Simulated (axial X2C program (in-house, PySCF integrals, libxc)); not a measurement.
**SbSn: EOM-EA-CCSD levels**

Wanted for SbSn: EOM-EA-CCSD levels, at the two-component level.

Method: two-component X2C with atomic mean-field terms, Sb dyall-acv3z, Sn dyall-acv3z; program: an in-house X2C program for linear molecules on PySCF integrals.

All values are calculated.

## 1. The job

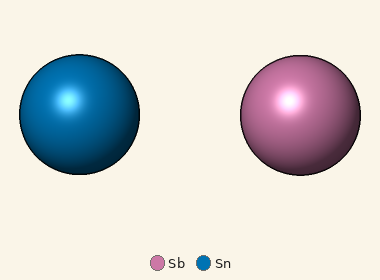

The two atoms at 2.800 Å (antimony pink, tin blue).

Contents of task.json:

```json
{"zs": [51, 50], "q": 0, "bas": ["dyall-acv3z", "dyall-acv3z"], "r0": 2.8, "eom": "ea", "thr": -1.0, "nmax": 92, "grid": [1, 0.96, 1.045, 0.92, 1.09, 1.15]}
```

Keys: zs atomic numbers; q charge; bas basis sets; r0 starting distance in Å; eom kind of EOM run; thr threshold in hartree for freezing inner shells (an s shell follows its p shell); nmax most natural virtual spinors; grid distances as factors.

Started as:

```
$ python soeom.py task.json out
```

Nuclei are Gaussian, cores are contracted, and the Gaunt term is on.

## 2. EOM-EA-CCSD at 2.630 Å

Reference: the closed shell SbSn⁺; 8 electrons correlated, 92 virtual spinors; roots sought by Ω: 1/2: 5, 3/2: 4, 5/2: 2, 7/2: 1.

Output:

```text
two-component X2C + atomic mean field  HF
basis functions 285  fitting functions 1440  grid points 5804
iter        total energy     max residual
   1     -12646.260699986     3.87e-01
   2     -12646.297581636     7.42e-03
   3     -12646.298834005     9.51e-03
   4     -12646.298987611     2.04e-03
   5     -12646.299026506     7.48e-04
   6     -12646.299038467     7.56e-04
   7     -12646.299040241     1.77e-04
   8     -12646.299040455     4.76e-05
   9     -12646.299040485     2.57e-05
  10     -12646.299040491     9.95e-06
  11     -12646.299040496     1.19e-05
  12     -12646.299040497     4.59e-06
  13     -12646.299040497     6.73e-07
converged
one-electron -18378.86303816  Coulomb 5559.79649613  exact exchange -333.01859189  xc functional 0.00000000  nuclear repulsion 513.08056572  atomic mean-field constant -7.29447230
correlated 8  virtual 384  natural virtual 92  E(MP2) -0.141851367  MP2 remainder -0.015854392
iter   CCSD correlation   residual
   1     -0.146231049   1.58e-01
   2     -0.155946739   8.24e-02
   3     -0.157612956   4.35e-02
   4     -0.158438777   2.85e-02
   5     -0.158771934   1.52e-02
   6     -0.158792384   6.12e-03
   7     -0.158854576   3.00e-03
   8     -0.158854955   1.48e-03
   9     -0.158854769   7.07e-04
  10     -0.158857591   2.99e-04
  11     -0.158860330   1.33e-04
  12     -0.158861367   5.95e-05
  13     -0.158861669   3.43e-05
  14     -0.158861606   2.11e-05
  15     -0.158861709   1.21e-05
  16     -0.158861811   7.22e-06
  17     -0.158861906   4.23e-06
  18     -0.158861940   2.43e-06
  19     -0.158861952   1.38e-06
(T) -0.008378004  T1 0.0245  D1 0.0397  max T2 0.137
EOM-EA-CCSD roots
2*Omega      energy/Eh   energy/eV  one-particle weight
    1      -0.22020594     -5.9921      0.877
    1      -0.18856450     -5.1311      0.014
    1      -0.16845706     -4.5840      0.001
    1      -0.15990426     -4.3512      0.000
    1      -0.13001154     -3.5378      0.000
    3      -0.27833648     -7.5739      0.921
    3      -0.19869870     -5.4069      0.853
    3      -0.14629285     -3.9808      0.006
    3      -0.13707500     -3.7300      0.028
    5      -0.14404517     -3.9197      0.000
    5      -0.13167134     -3.5830      0.001
    7      -0.13018903     -3.5426      0.000
```

T1 in the output is the amplitude norm over the root of the electron number; divide by √2 for the Lee–Taylor value.

```
  Ω  binding energy (eV)  above lowest (cm⁻¹)                           spinor  weight
3/2                7.574                    0             54% Sb pπ, 35% Sn pπ    0.92
1/2                5.992                12760  57% Sn pπ, 15% Sb pπ, 13% Sb dπ    0.88
3/2                5.407                17480  45% Sn pπ, 24% Sb pπ, 13% Sb dπ    0.85
```

Wall time 5.4 s (1 thread of AMD EPYC 9R45 (Zen 5), shared host); peak memory 0.77 GiB.

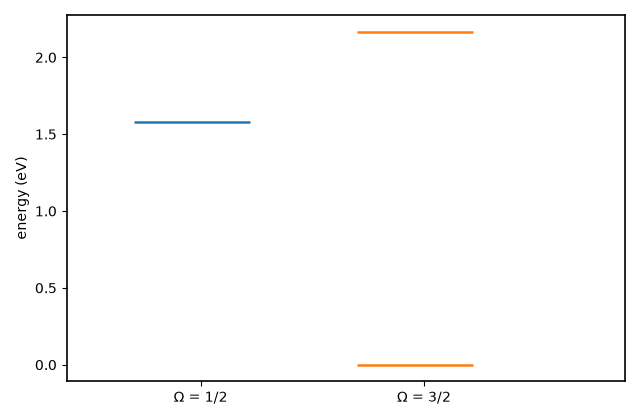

The roots by Ω, from the lowest.

## 3. EOM-EA-CCSD at 2.525 Å

```
  Ω  binding energy (eV)  above lowest (cm⁻¹)                           spinor  weight
3/2                7.763                    0             54% Sb pπ, 34% Sn pπ    0.92
1/2                5.903                15010  53% Sn pπ, 15% Sb pπ, 14% Sb dπ    0.84
3/2                5.314                19760  44% Sn pπ, 23% Sb pπ, 15% Sb dπ    0.85
```

It took 7.3 s on 1 thread of AMD EPYC 9R45 (Zen 5), shared host; peak memory 0.81 GiB.

## 4. EOM-EA-CCSD at 2.748 Å

```
  Ω  binding energy (eV)  above lowest (cm⁻¹)                           spinor  weight
3/2                7.382                    0             54% Sb pπ, 36% Sn pπ    0.92
1/2                6.091                10410  61% Sn pπ, 14% Sb pπ, 11% Sb dπ    0.89
3/2                5.502                15170  46% Sn pπ, 27% Sb pπ, 11% Sb dπ    0.85
```

Run time: 7.4 s. Hardware: 1 thread of AMD EPYC 9R45 (Zen 5), shared host; peak memory 0.81 GiB.

## 5. EOM-EA-CCSD at 2.420 Å

```
  Ω  binding energy (eV)  above lowest (cm⁻¹)                           spinor  weight
3/2                7.971                    0             54% Sb pπ, 33% Sn pπ    0.93
1/2                5.823                17320  50% Sn pπ, 16% Sb dπ, 15% Sb pπ    0.70
3/2                5.214                22240  42% Sn pπ, 21% Sb pπ, 17% Sb dπ    0.86
```

Run time: 7.6 s. Hardware: 1 thread of AMD EPYC 9R45 (Zen 5), shared host; peak memory 0.82 GiB.

## 6. EOM-EA-CCSD at 2.867 Å

```
  Ω  binding energy (eV)  above lowest (cm⁻¹)                           spinor  weight
3/2                7.212                    0             53% Sb pπ, 38% Sn pπ    0.91
1/2                6.185                 8280  65% Sn pπ, 13% Sb pπ, 10% Sb dπ    0.90
3/2                5.585                13120   47% Sn pπ, 29% Sb pπ, 9% Sb dπ    0.85
```

It took 7.6 s on 1 thread of AMD EPYC 9R45 (Zen 5), shared host; peak memory 0.82 GiB.

## 7. EOM-EA-CCSD at 3.025 Å

```
  Ω  binding energy (eV)  above lowest (cm⁻¹)                           spinor  weight
3/2                7.013                    0             50% Sb pπ, 42% Sn pπ    0.91
1/2                6.292                 5820   69% Sn pπ, 11% Sb pπ, 8% Sb dπ    0.91
3/2                5.675                10800   46% Sn pπ, 34% Sb pπ, 7% Sb dπ    0.84
1/2                3.903                25090  35% Sn pσ, 28% Sb pσ, 12% Sn dσ    0.87
```

Wall time 7.7 s (1 thread of AMD EPYC 9R45 (Zen 5), shared host); peak memory 0.82 GiB.

## 8. Curves of the states

Energies in eV from the lowest point of the lowest state; states are followed by energy order within each Ω.

```
R (Å)  (1)Ω=3/2  (1)Ω=1/2  (2)Ω=3/2
2.420    0.4138    2.5616    3.1709
2.525    0.1083    1.9690    2.5581
2.630    0.0000    1.5818    2.1671
2.748    0.0402    1.3312    1.9211
2.867    0.1933    1.2205    1.8197
3.025    0.4981    1.2193    1.8367
```

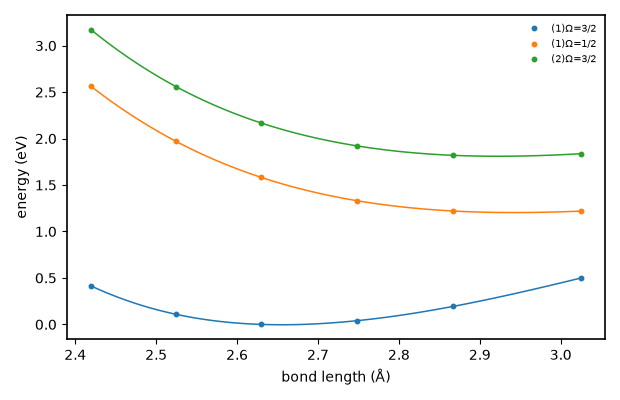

The states along the bond.

Constants where the minimum is well bracketed (masses 120.904 and 119.902 u):

```
   state  Te (cm⁻¹)  Re (Å)  ωe (cm⁻¹)
(1)Ω=3/2          0   2.655      225.7
```

## 9. What came out

| quantity | value |
| --- | --- |
| lowest root at 2.630 Å | Ω = 3/2, 7.574 eV |
| next root led by one particle | Ω = 1/2, about 12760 cm⁻¹ higher |
| T1 of the reference | 0.017 |
| lowest state, Re and ωe | 2.655 Å, 225.7 cm⁻¹ |

The added electron is bound by 7.57 eV in a spinor of 54% Sb pπ, 35% Sn pπ. Errors of 0.1 to 0.3 eV are usual at this size, and roots led by higher excitations are left out, so the list is incomplete, and low states of that kind can be missing.
